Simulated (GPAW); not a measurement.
SiF

```cif
data_structure
_symmetry_space_group_name_H-M 'P 1'
_symmetry_Int_Tables_number 1
_cell_length_a 3.0286
_cell_length_b 3.0286
_cell_length_c 3.0286
_cell_angle_alpha 90.000
_cell_angle_beta 90.000
_cell_angle_gamma 90.000
_cell_volume 27.78
loop_
_atom_site_label
_atom_site_type_symbol
_atom_site_fract_x
_atom_site_fract_y
_atom_site_fract_z
_atom_site_occupancy
Si1 Si 0.50000 0.50000 0.50000 1
F1 F 0.00000 0.00000 0.00000 1
```

Space group Pm-3m; a generated structure, not necessarily the stable one; computed pressure about −7 GPa in this cell.

The calculation used Kohn-Sham DFT of a periodic cell, LDA, GPAW PAW data sets (gpaw-data 1.2.1) (GPAW 26.7.0).

Core electrons are frozen (PAW), and the valence fields are smoothed inside the atomic spheres.

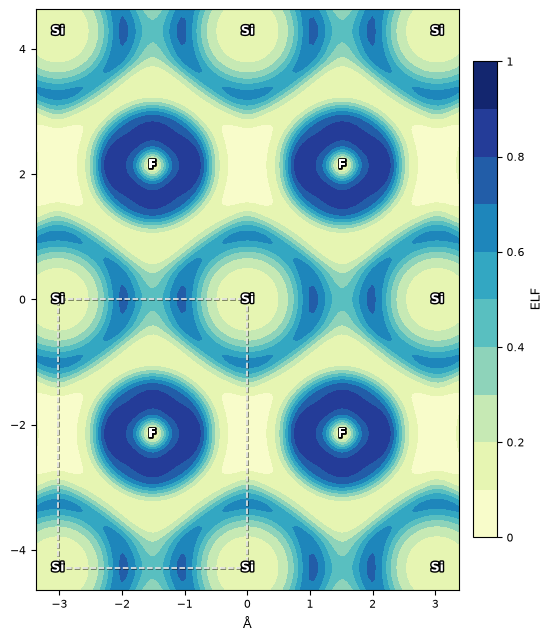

Figure 1. ELF on the (101̄) plane of the conventional cell.

Q: Describe what can be read from this map.

A: The plane passes through Si and F nuclei. Si–F (2.62 Å): the ELF is about 0.20 at the midpoint: no localised pair shows between them.

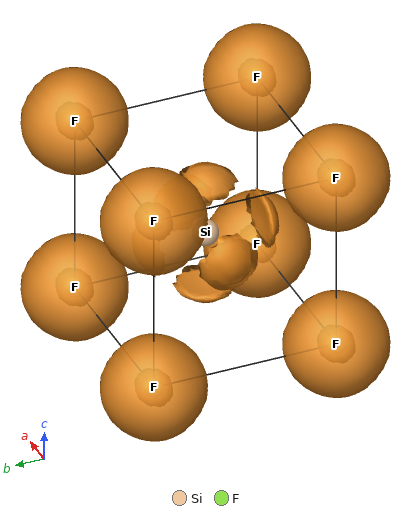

Figure 2. Isosurface of the ELF at 0.65 (orange), seen at an oblique angle. Only the valence region is drawn (cores and ρ < 0.01 e/Å³ removed).

Q: Where are the electrons localised?

A: The surface consists of six lobes on Si, pointing away from the bonds (lone pairs) and one region wrapped around F (its valence shell), counted in one cell of 2 atoms. Regions shared between cells count once.
